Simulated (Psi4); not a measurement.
**BHLYP/def2-SVP (core potential) run of InSiNH6 (SMILES N[SiH2][InH2])**

Aim: the vertical singlet–triplet gap of InSiNH6 at BHLYP/def2-SVP (core potential), from 2 runs. 

The results are computed with Psi4 1.11.

4 further runs of the same task are left out: 4 that didn't finish. Runs told in other sessions of the task aren't counted.

**1. The molecule**

InSiNH6: 9 atoms, total charge 0, spin state singlet. SMILES: `N[SiH2][InH2]`. Geometry: relaxed at PBE0-D4/def2-TZVP. This is one conformer, not always the lowest.

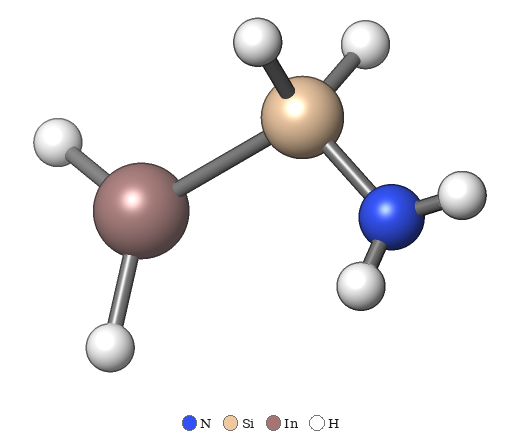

Viewed from a chosen angle; nitrogen blue, silicon light orange, indium brown, hydrogen white.

**2. Energy and gradient at BHLYP/def2-SVP (core potential)**

calc.dat reads:

```
memory 2200 MB

molecule {
  N
  Si 1 1.728524
  In 2 2.572264 1 108.97363
  H 1 1.006988 2 119.30977 3 -40.8945
  H 1 1.008252 4 110.71015 2 145.73307
  H 2 1.490552 1 107.45882 4 -161.93911
  H 2 1.501149 6 104.93763 1 122.89153
  H 3 1.735444 2 120.64998 6 138.98249
  H 3 1.7304 8 116.62594 4 176.14054
  symmetry c1
}

set basis def2-SVP
set puream true
set e_convergence 1e-09
set d_convergence 1e-08
set scf_type pk
set dft_radial_points 99
set dft_spherical_points 590

e, wfn = gradient('bhhlyp', return_wfn=True)
oeprop(wfn, 'MULLIKEN_CHARGES', 'QUADRUPOLE', 'DIPOLE')
```

The run is started by

```console
$ psi4 calc.dat calc.out -n 1
```

calc.out, cut to the lines that bear on the results:

```text
[...]
    !!!  WARNING: ECP capability is in beta. Please check occupations closely.  !!!
[...]
  Running in c1 symmetry.
[...]
  Nuclear repulsion =  171.526677729748712
[...]
  Multiplicity = 1
[...]
  Nalpha       = 24
  Nbeta        = 24
[...]
    Number of basis functions: 88
[...]
   @RKS iter   1:  -537.54815643026814   -1.18333e+00   6.82057e-03 DIIS/ADIIS
[...]
   @RKS iter  11:  -537.71913920601742   -1.93268e-12   2.68296e-09 DIIS
[...]
    Orbital Energies [Eh]
    ---------------------
    Doubly Occupied:
       1A    -67.132239     2A    -14.779154     3A     -5.608481
       4A     -4.946807     5A     -3.875818     6A     -3.875389
       7A     -3.874904     8A     -3.300120     9A     -3.289085
      10A     -3.288769    11A     -0.947804    12A     -0.873578
      13A     -0.867179    14A     -0.866361    15A     -0.863921
      16A     -0.860832    17A     -0.602412    18A     -0.557616
      19A     -0.472569    20A     -0.451532    21A     -0.403643
      22A     -0.332568    23A     -0.319805    24A     -0.288672
[...]
  @RKS Final Energy:  -537.71913920601742
   => Energetics <=
    Nuclear Repulsion Energy =            171.5266777297487124
    One-Electron Energy =               -1155.8427417512366446
    Two-Electron Energy =                 470.8516899258829653
    DFT Exchange-Correlation Energy =     -24.2547651104124853
    Empirical Dispersion Energy =           0.0000000000000000
    VV10 Nonlocal Energy =                  0.0000000000000000
    Total Energy =                       -537.7191392060174167
[...]
  -Total Gradient:
     Atom            X                  Y                   Z
    ------   -----------------  -----------------  -----------------
       1       -0.000886369168     0.000278302808     0.002472302855
       2        0.000398164953    -0.005097384835    -0.002666485403
       3        0.000094376856     0.002162069875    -0.000721034588
       4        0.000308864640    -0.000777579877     0.000420695353
       5        0.000104049725     0.000654688609     0.000184746491
       6       -0.001498158605     0.000863749953     0.000050695662
       7        0.001422081153     0.000846746103     0.000747664595
       8       -0.000290556970     0.000757201602     0.000558194008
       9        0.000351224064     0.000316099121    -0.001046093440
[...]
 Multipole Moments:
 ------------------------------------------------------------------------------------
     Multipole            Electronic (a.u.)      Nuclear  (a.u.)        Total (a.u.)
 ------------------------------------------------------------------------------------
 L = 1.  Multiply by 2.5417464519 to convert [e a0] to [Debye]
 Dipole X            :         -0.3816121            0.6368945            0.2552824
 Dipole Y            :        -52.3139886           52.5313850            0.2173965
 Dipole Z            :         30.7565754          -31.2094164           -0.4528411
 Magnitude           :                                                    0.5634672
 L = 2.  Multiply by 1.3450342976 to convert [e a0^2] to [Debye ang]
 Quadrupole XX       :        -46.3358635           13.0262830          -33.3095805
 Quadrupole XY       :          1.7061631           -0.9005729            0.8055902
[...]
  Mulliken Charges: (a.u.)
   Center  Symbol    Alpha    Beta     Spin     Total
       1     N     3.71799  3.71799  0.00000 -0.43598
       2    SI     6.77939  6.77939  0.00000  0.44123
       3    IN    10.36099 10.36099  0.00000  0.27803
       4     H     0.43354  0.43354  0.00000  0.13292
       5     H     0.43513  0.43513  0.00000  0.12974
       6     H     0.56097  0.56097  0.00000 -0.12194
       7     H     0.57292  0.57292  0.00000 -0.14585
       8     H     0.57115  0.57115  0.00000 -0.14229
       9     H     0.56793  0.56793  0.00000 -0.13585
   Total alpha = 24.00000, Total beta = 24.00000, Total charge = -0.00000
[...]
```

Wall time 16 s (1 thread of Intel Xeon 6975P-C (Granite Rapids), shared host); peak memory 1.3 GiB.

**3. The triplet: the energy at UBHLYP/def2-SVP (core potential)**

input.inp reads:

```
memory 2200 MB

molecule {
  0 3
  N     -0.891500     0.591400    -1.336400
  Si     0.373800     0.744000    -0.168700
  In     0.267200    -1.255400     1.446100
  H     -1.095600    -0.314200    -1.726600
  H     -1.035700     1.316000    -2.022500
  H      0.170000     2.036500     0.545200
  H      1.758900     0.832100    -0.740700
  H     -0.551200    -2.716800     0.991900
  H      1.004100    -1.233700     3.011600
  units angstrom
  symmetry c1
}

set {
  basis                def2-SVP
  reference            uks
  puream               true
  e_convergence        1e-09
  d_convergence        1e-08
  scf_type             pk
  dft_radial_points    99
  dft_spherical_points 590
  maxiter              100
}

result, w = energy("bhhlyp", return_wfn=True)
oeprop(w, "MULLIKEN_CHARGES", "MAYER_INDICES", "LOWDIN_CHARGES", title="BHHLYP")
```

The run is started by

```console
$ psi4 -n 1 input.inp input.out
```

input.out, cut to the lines that bear on the results:

```text
[...]
    !!!  WARNING: ECP capability is in beta. Please check occupations closely.  !!!
[...]
  Running in c1 symmetry.
[...]
  Nuclear repulsion =  171.526686821222199
[...]
  Multiplicity = 3
[...]
  Nalpha       = 25
  Nbeta        = 23
[...]
    Number of basis functions: 88
[...]
   @UKS iter   1:  -537.42795397490011   -1.05595e+00   6.54645e-03 ADIIS/DIIS
[...]
   @UKS iter  18:  -537.58566274874102   -2.61480e-12   3.32571e-09 DIIS
[...]
   @S^2 Observed:                2.004849400E+00
[...]
  @UKS Final Energy:  -537.58566274874102
   => Energetics <=
    Nuclear Repulsion Energy =            171.5266868212221993
    One-Electron Energy =               -1154.6094833771544472
    Two-Electron Energy =                 469.7039076664028698
    DFT Exchange-Correlation Energy =     -24.2067738592116619
    Empirical Dispersion Energy =           0.0000000000000000
    VV10 Nonlocal Energy =                  0.0000000000000000
    Total Energy =                       -537.5856627487410151
  UHF NO Occupations:
  HONO-2 :   23  A 1.9991839
  HONO-1 :   24  A 1.0000000
[...]
 Multipole Moments:
 ------------------------------------------------------------------------------------
     Multipole            Electronic (a.u.)      Nuclear  (a.u.)        Total (a.u.)
 ------------------------------------------------------------------------------------
 L = 1.  Multiply by 2.5417464519 to convert [e a0] to [Debye]
 Dipole X            :          6.8771703           -6.9317618           -0.0545914
 Dipole Y            :        -40.7237323           41.6890252            0.9652928
 Dipole Z            :         42.6664050          -44.1356534           -1.4692484
 Magnitude           :                                                    1.7588238
[...]
  Mulliken Charges: (a.u.)
   Center  Symbol    Alpha    Beta     Spin     Total
       1     N     3.73117  3.68292  0.04824 -0.41409
       2    SI     6.94772  6.48633  0.46139  0.56595
       3    IN    11.17408  9.98509  1.18899 -0.15917
       4     H     0.42207  0.42504 -0.00297  0.15289
       5     H     0.43201  0.41641  0.01560  0.15158
       6     H     0.55239  0.52791  0.02448 -0.08030
       7     H     0.58855  0.47988  0.10867 -0.06843
       8     H     0.58291  0.49164  0.09128 -0.07455
       9     H     0.56910  0.50479  0.06431 -0.07389
   Total alpha = 25.00000, Total beta = 23.00000, Total charge = -0.00000
[...]
```

Wall time 22 s (1 thread of Intel Xeon 6975P-C (Granite Rapids), shared host); peak memory 1.3 GiB.

**4. Summary of results**

At BHLYP/def2-SVP (core potential):

```
                                        quantity          value
                           singlet: total energy  -537.71914 Eh
                          singlet: dipole moment         1.43 D
                            singlet: HOMO energy       -7.86 eV
                            singlet: LUMO energy       -1.22 eV
                          singlet: HOMO–LUMO gap        6.63 eV
               singlet: largest force on an atom     0.297 eV/Å
                           triplet: total energy  -537.58566 Eh
                          triplet: dipole moment         4.47 D
     triplet: HOMO energy (highest over α and β)       -4.25 eV
                                   triplet: ⟨S²⟩          2.005
vertical energy of the triplet above the singlet       3.632 eV
```

**Reading.** At this shape the triplet lies 3.63 eV (350 kJ/mol) above the singlet. The largest force (singlet) is 0.30 eV/Å: the shape isn't a stationary point for this species at this level. Mulliken charges (singlet) run from -0.44 on N1 to +0.44 on Si2.
